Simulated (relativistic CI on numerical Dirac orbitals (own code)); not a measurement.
```
atom N  Z=7  charge=5  electrons=2
nucleus A=14  rms_radius_fm=2.5582
hamiltonian dirac-coulomb  breit=on  qed=on  c_scale=1
orbitals kli  potential=per-configuration
slater_scale 0.85
correlation p86
mixing on
configurations
  1s2
  1s 2s
  1s 2p
  1s 3s
  1s 3p
  1s 3d
  1s 4s
  1s 4p
  1s 4d
  1s 4f
  1s 5s
  1s 5p
  1s 5d
  1s 5f
  1s 5g
  1s 6s
  1s 6p
  1s 6d
end
```

Command (the task file carries these settings):
```bash
python run_levels.py task.json out
```

Method of calculation: relativistic configuration interaction, KLI exchange-only orbitals, Breit term, model QED, valence Slater integrals scaled by 0.85, a P86 correlation estimate for each configuration.

The plot shows absorption lines from the lowest level (oscillator strengths f):

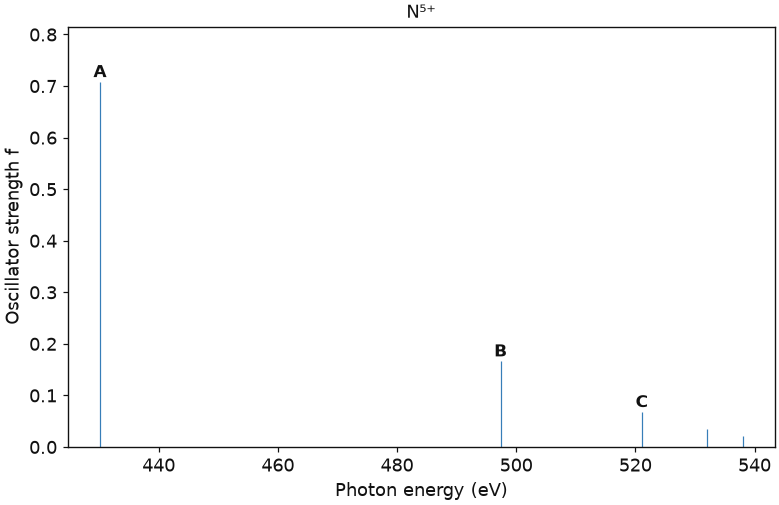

The lettered lines are A: 1s 2p ¹P°₁ ← 1s² ¹S₀, 430.1 eV, f = 0.71; B: 1s 3p ¹P°₁ ← 1s² ¹S₀, 497.4 eV, f = 0.17; C: 1s 4p ¹P°₁ ← 1s² ¹S₀, 521.0 eV, f = 0.068. The strongest, A, lies in the soft X-ray region.

Limits of the model: only a limited list of configurations is included, so lower levels can be missing.
